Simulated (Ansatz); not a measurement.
The compound is CrBr2 (1T sheet).

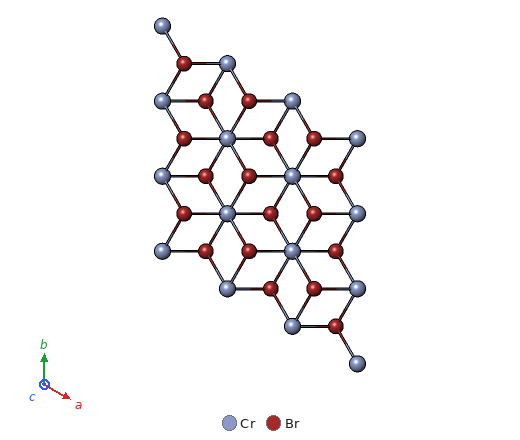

The structure (chromium light blue, bromine red). 3×3×1 cells are drawn. Some periodic images of atoms are drawn too.

The cell holds 3 atoms: 1 Cr and 2 Br. Its edges and angles: a = 3.356 Å, b = 3.356 Å, c = 30.018 Å, α = 90.0°, β = 90.0°, γ = 120.0°. Vacuum lies along c.

```xyz
3
Lattice="0.0000 2.3729 2.3729 2.3729 -2.3729 0.0000 17.3306 17.3306 -17.3306" Properties=species:S:1:pos:R:3
Cr    5.5162    5.5162   -5.5162
Br    7.9653    5.5924   -5.5924
Br    5.4401    5.4401   -3.0672
```

The structure was relaxed with LDA. The structure was generated from a model, not taken from a measurement. The runs that relaxed it are not among those shown. The program's search for lower electronic states was switched off, so nothing shows that the state found is the lowest. PAW set soft_2, made with PBE.

A constrained-RPA run (Ansatz 0.2.0; non-magnetic LDA; Cr t2g, bands v2 to c1, 6×6×1 mesh, medium accuracy) builds 3 functions on bands 1.9 eV wide, with 4.0 electrons in the window. The bare on-site interaction is 16.1 eV and the bare J 0.56 eV.

**Question.** What U and J survive the screening?

On the Cr t2g shell, U = 3.05 eV (19 % of the bare value), U′ = 2.22 eV, J = 0.39 eV.

The parent state is non-magnetic and the interaction static (zero frequency); U depends on the window and the orbitals, so it belongs to this model alone. A model of the t2g bands alone assumes low spin; where the ion is high-spin, as for many Cr, Mn, Fe and Co compounds, the eg bands are needed too.

[Paths, hosts, dates, memory and timing lines, banners, echoed tables and standing remarks are left out of the program output.]

[Logs are printed without paths, hosts, clocks, repeated set-up lines and the standing remarks that a program may print on its own settings, such as how far it seeks lower states.]

[Runs of the session that timed out or met a known fault of the program may be left out.]

[Hosts, paths, dates, database ids (printed as entryN), source tags and the programs' standing remarks are cut or masked in the printed files.]
